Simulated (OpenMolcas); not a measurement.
## [BF4]− (tetrafluoroborate): a line through the functionals

[BF4]−: 5 atoms, total charge -1, spin state singlet. SMILES: `F[B-](F)(F)F`. Geometry: relaxed at PBE0-D4/def2-TZVPD.

The HOMO–LUMO gap y, in eV, basis aug-cc-pVDZ; a is the functional's share of exact exchange. Programs: OpenMolcas 26.06.

| functional | program | a | y (eV) |
| --- | --- | --- | --- |
| BLYP | OpenMolcas | 0 | 6.62 |
| revPBE | OpenMolcas | 0 | 6.53 |
| B3LYP | OpenMolcas | 0.2 | ? |
| PBE0 | OpenMolcas | 0.25 | 9.13 |
| BHLYP | OpenMolcas | 0.5 | 11.38 |

**Question.** Fit y = c + s·a to the known rows and predict B3LYP.

**Answer.** 
1. Means of the 4 rows: a = 0.1875, y = 8.415.
2. Σ(Δa)² = 0.17188, Σ(Δa·Δy) = 1.6613, so the slope is 1.6613/0.17188 = 9.6655.
3. Intercept: 8.415 − (9.6655) × 0.1875 = 6.603. The largest residual of the fit is 0.11.
4. B3LYP: 6.603 + (9.6655) × 0.2 = 8.54 eV.

The run gave 8.64 eV, so the prediction is off by -0.10 eV, within the largest residual. Exact exchange lowers occupied levels and raises empty ones.

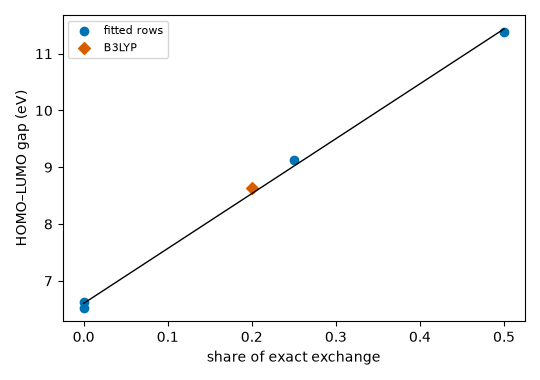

The fitted line, with the withheld row.
